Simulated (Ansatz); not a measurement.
Reaction (SMILES): [SiH4] (SiH4) → [SiH3-] + H+
B3LYP-D3(BJ)/def2-TZVP geometries, fixed; electronic energies without zero-point terms.

Basis-set convergence of the deprotonation energy at B3LYP with Ansatz (an electronic-structure program). Cartesian d functions, on some or all atoms, in 6-31+G*; all else is spherical. The program fits the integrals of some runs and decomposes those of others, by size. No added dispersion term, no relativity. Functions are those of the species that has most. Reference: the value in aug-pcseg-3, 379.05 kcal/mol, itself unsure by roughly 0.32 kcal/mol (its mean distance from aug-cc-pV(Q+d)Z, def2-QZVPPD). Deviations are taken from unrounded values.

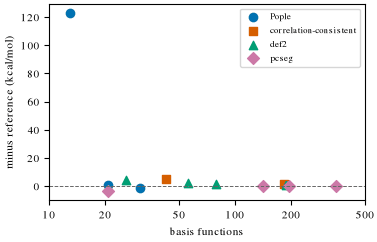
Deviation from the reference against the number of basis functions, by family of sets.

| basis | functions | deprotonation energy (kcal/mol) | minus reference (kcal/mol) |
|---|---|---|---|
| STO-3G | 13 | 501.97 | 122.93 |
| 3-21G | 21 | 379.70 | 0.65 |
| pcseg-0 | 21 | 375.23 | -3.81 |
| def2-SV(P) | 26 | 383.39 | 4.35 |
| 6-31+G* | 31 | 377.41 | -1.63 |
| cc-pV(D+d)Z | 43 | 384.27 | 5.22 |
| def2-SVPD | 56 | 381.49 | 2.44 |
| def2-TZVPD | 79 | 380.17 | 1.12 |
| aug-pcseg-2 | 142 | 378.78 | -0.26 |
| cc-pV(Q+d)Z | 184 | 380.62 | 1.57 |
| def2-QZVPP | 190 | 380.04 | 0.99 |
| pcseg-3 | 196 | 379.40 | 0.36 |
| pcseg-4 | 349 | 379.23 | 0.18 |
